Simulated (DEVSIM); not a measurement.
Structure: abrupt Si p-n junction, at 300 K.

```tsv
layer (left to right)	material	thickness (μm)	Nd (cm⁻³)	Na (cm⁻³)	τn (s)	τp (s)
1	Si	54.0	-	4.7e15	0.00081	0.00081
2	Si	0.960	1e14	-	0.00081	0.00081
```

Left contact: ohmic. Right contact: ohmic. Voltage is applied to the left contact. Recombination: SRH at mid-gap, radiative, Auger. Mobility is constant in doping.

This is a model device: material constants are rounded textbook-type values typed into the input, and sizes, dopings and lifetimes were drawn at random. Values at 300 K.

```tsv
parameter	Si
gap (eV)	1.124
affinity (eV)	4.05
permittivity	11.7
Nc (cm⁻³)	2.86e19
Nv (cm⁻³)	3.1e19
μn (cm²/Vs)	1417
μp (cm²/Vs)	470
B (cm³/s)	4.7e-15
Cn (cm⁶/s)	2.8e-31
Cp (cm⁶/s)	9.9e-32
```

Simulated with DEVSIM: 1D drift-diffusion, Boltzmann statistics, complete ionisation; no tunnelling, impact ionisation, image-force lowering or self-heating.

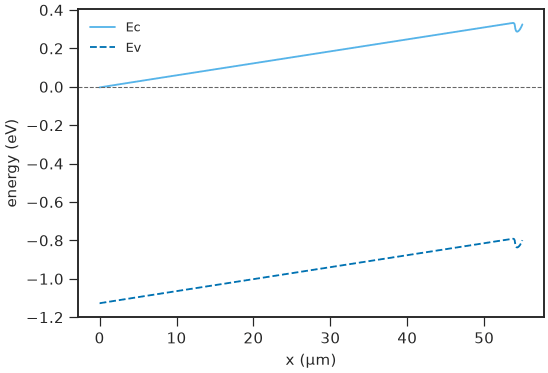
Figure. Band edges at 0.9 V on the left contact

Energies count from the Fermi level of the right contact; mesh points crowd at the junctions.

| x (μm) | Ec (eV) | Ev (eV) | n (cm⁻³) | p (cm⁻³) | field (V/cm) |
|---|---|---|---|---|---|
| 0.000 | -0.003 | -1.127 | 25000 | 4.7e15 | 64 |
| 0.03490 | -0.003 | -1.127 | 5.5e11 | 4.7e15 | 64 |
| 0.1205 | -0.003 | -1.127 | 1.9e12 | 4.7e15 | 64 |
| 0.3163 | -0.001 | -1.125 | 4.8e12 | 4.7e15 | 64 |
| 1.133 | 0.004 | -1.120 | 1.6e13 | 4.7e15 | 64 |
| 2.700 | 0.014 | -1.110 | 3.1e13 | 4.7e15 | 63 |
| 6.659 | 0.039 | -1.085 | 5.2e13 | 4.8e15 | 63 |
| 21.79 | 0.133 | -0.991 | 6.5e13 | 4.8e15 | 62 |
| 39.95 | 0.247 | -0.877 | 6.6e13 | 4.8e15 | 62 |
| 48.29 | 0.299 | -0.825 | 6.6e13 | 4.8e15 | 62 |
| 51.69 | 0.320 | -0.804 | 6.6e13 | 4.8e15 | 62 |
| 53.31 | 0.330 | -0.794 | 6.6e13 | 4.8e15 | 62 |
| 53.73 | 0.332 | -0.792 | 6.6e13 | 4.7e15 | 22 |
| 53.91 | 0.329 | -0.795 | 7.8e13 | 4.0e15 | -680 |
| 53.99 | 0.317 | -0.807 | 1.2e14 | 2.5e15 | -2500 |
| 54.01 | 0.311 | -0.813 | 1.6e14 | 1.9e15 | -2700 |
| 54.06 | 0.300 | -0.824 | 2.5e14 | 1.2e15 | -1600 |
| 54.18 | 0.289 | -0.835 | 3.8e14 | 6.6e14 | -430 |
| 54.57 | 0.296 | -0.828 | 3.0e14 | 2.8e14 | 510 |
| 54.81 | 0.311 | -0.813 | 1.6e14 | 1.4e14 | 810 |
| 54.91 | 0.320 | -0.804 | 1.2e14 | 5.3e13 | 900 |
| 54.96 | 0.325 | -0.799 | 1.0e14 | 1200000 | 920 |
